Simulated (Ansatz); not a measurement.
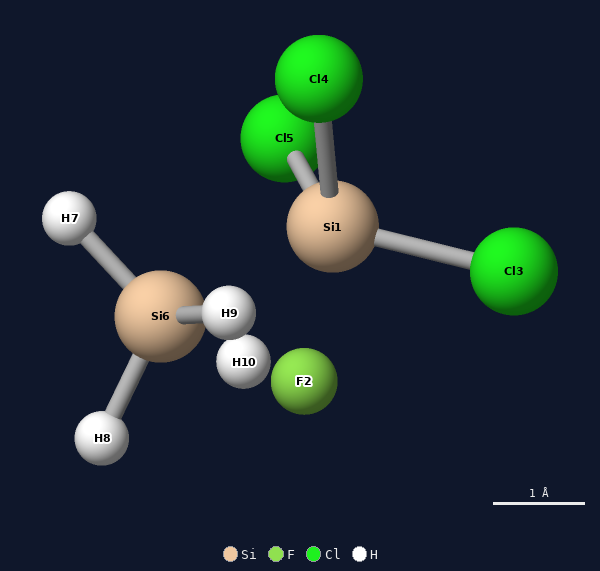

Figure 1. The structure (ball-and-stick view, seen at a tilt; atoms are numbered from 1 in the order of the input). Bond lengths as drawn: Cl–Si 2.07 to 2.14 Å and H–Si 1.49 to 1.50 Å.

**Frequency calculation of Si2H4Cl3F**

Si2H4Cl3F, computed with RKS B3LYP-D4/cc-pVDZ (Ansatz 0.2.0).

It belongs to a series of runs on one base structure; here: vibrations at the highest image of the band. Figures and captions count atoms from 1; the log counts them from 0 in places.

## Input file
```yaml
crystal:
  periodic: [false, false, false]
  atoms:
    - { symbol: Si, position_ang: [-0.203604, -0.174992, -0.088345] }
    - { symbol: F, position_ang: [0.125425, -0.946122, 1.646388] }
    - { symbol: Cl, position_ang: [1.417373, 1.093071, 0.163455] }
    - { symbol: Cl, position_ang: [-1.199831, 0.830673, -1.692563] }
    - { symbol: Cl, position_ang: [0.136979, -2.01516, -0.980402] }
    - { symbol: Si, position_ang: [-2.546826, 0.3233, 1.113608] }
    - { symbol: H, position_ang: [-3.435296, -0.391108, 0.16189] }
    - { symbol: H, position_ang: [-2.876023, -0.071276, 2.524558] }
    - { symbol: H, position_ang: [-2.561319, 1.802117, 0.978306] }
    - { symbol: H, position_ang: [-0.968577, -0.450502, 1.504704] }
basis:
  gaussian: { orbitals: cc-pVDZ }
hamiltonian:
  xc: b3lyp
  dispersion: d4
phonons: {}
```

Command:
```bash
ansatz run input.yaml --threads 4 --pin off --max-ram 5120MiB --backend cpu --events-out ev --progress --plain --runs-dir out
```

## Output
```
Engine: ansatz 0.2.0, aarch64-unknown-linux-gnu
Functional definition: B3LYP
  parameter a0 = 0.2
  parameter ax = 0.72
  parameter ac = 0.81
  exchange = (1 - a0 - ax)*slater_x + ax*b88_x + a0*exact_x
  correlation = (1 - ac)*vwn_rpa_c + ac*lyp_c
1390 factors; integrals over basis functions are off by at most 4.3e-4 eV
mean field evaluation 1: about -56107.6768 eV, gradient 3.3e1 eV
mean field evaluation 2: about -56103.5561 eV, gradient 6.0e1 eV
mean field evaluation 4: about -56109.8285 eV, gradient 2.4e0 eV
mean field evaluation 8: about -56109.8714 eV, gradient 2.9e-2 eV
mean field -56109.87135912 eV, -2061.9997398110 hartree, gradient 2.2e-5 eV, S^2 0.000000; 0 other end points of the search recorded, 0 dependent functions left out
the calculation of the forces begins
reference -56109.87165397 eV, -2061.9997506464 hartree; 46, 46 occupied and 78, 78 virtual orbitals, 1390 factors
these checks for a lower state are left out or cut short: stability, starts, cluster_reference, orbital_swaps, neighbouring_geometries, increment
1390 factors; integrals over basis functions are off by at most 4.3e-4 eV
mean field evaluation 16: about -56109.8427 eV, gradient 1.4e-1 eV
mean field -56109.87133403 eV, -2061.9997388889 hartree, gradient 1.8e-6 eV, S^2 0.000000; 0 other end points of the search recorded, 0 dependent functions left out
[... from here on the field's lines of each further geometry are left out, up to the last ...]
the calculation of the forces begins
reference -56109.87165395 eV, -2061.9997506456 hartree; 46, 46 occupied and 78, 78 virtual orbitals, 1390 factors
these checks for a lower state are left out or cut short: stability, starts, cluster_reference, orbital_swaps, neighbouring_geometries, increment
1390 factors; integrals over basis functions are off by at most 4.3e-4 eV
mean field -56109.87133769 eV, -2061.9997390234 hartree, gradient 1.5e-6 eV, S^2 0.000000; 0 other end points of the search recorded, 0 dependent functions left out
the calculation of the forces begins
reference -56109.87163253 eV, -2061.9997498584 hartree; 46, 46 occupied and 78, 78 virtual orbitals, 1390 factors
WARN: phonons: modes at or below zero, which the zero-point energy, F, S and C_V leave out: 1, the lowest at -1126.31 cm⁻¹. A minimum has none, and a first-order saddle one
Total energy: -56110.49121790 eV, -2062.0225192008 hartree
Atom 0 at    -0.203604    -0.174992    -0.088345 Å, force     0.001090     0.001380     0.003245 eV/Å
Atom 1 at     0.125425    -0.946122     1.646388 Å, force    -0.006850     0.003414    -0.002716 eV/Å
Atom 2 at     1.417373     1.093071     0.163455 Å, force     0.001953     0.000166     0.001845 eV/Å
Atom 3 at    -1.199831     0.830673    -1.692563 Å, force    -0.001405    -0.003891    -0.000416 eV/Å
Atom 4 at     0.136979    -2.015160    -0.980402 Å, force    -0.000643     0.001479    -0.001196 eV/Å
Atom 5 at    -2.546826     0.323300     1.113608 Å, force     0.000503    -0.000702     0.000979 eV/Å
Atom 6 at    -3.435296    -0.391108     0.161890 Å, force    -0.000609     0.000284     0.000023 eV/Å
Atom 7 at    -2.876023    -0.071276     2.524558 Å, force     0.000236     0.000272    -0.000068 eV/Å
Atom 8 at    -2.561319     1.802117     0.978306 Å, force     0.000420     0.000193    -0.000118 eV/Å
Atom 9 at    -0.968577    -0.450502     1.504704 Å, force     0.005304    -0.002595    -0.001579 eV/Å
Dipole moment:    -0.454910     0.075179     0.293788 e Å
Vibrations: -1126.31 34.07 108.64 174.77 185.11 221.61 235.37 249.29 299.62 358.11 396.90 399.04 470.95 505.16 605.73 633.27 817.67 858.22 921.17 939.69 1530.75 2175.04 2247.71 2271.52 cm⁻¹, zero-point energy 1.031513 eV
```

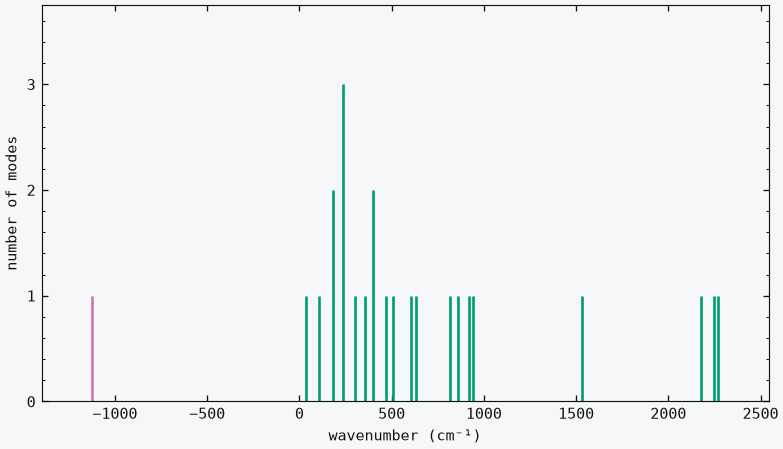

Figure 2. Harmonic vibrational wavenumbers from the force constants; neighbouring modes closer than 15 cm⁻¹ are counted in one stick, and imaginary ones are drawn at negative wavenumbers. 24 modes from 1126i to 2272 cm⁻¹, 1 imaginary beyond 8i (1126i cm⁻¹): a first-order saddle point, if the geometry is stationary.

## Summary

```csv
quantity,value
outcome,converged
total energy,−56110.4912 eV
mean-field energy,−56109.8717 eV
largest force (length of the vector),0.008 eV/Å
hardware,"4 threads of Arm Neoverse V1, 24 GiB of memory available, shared host"
wall time,2 min (CPU time 7.5 min)
peak memory,0.38 GiB
```
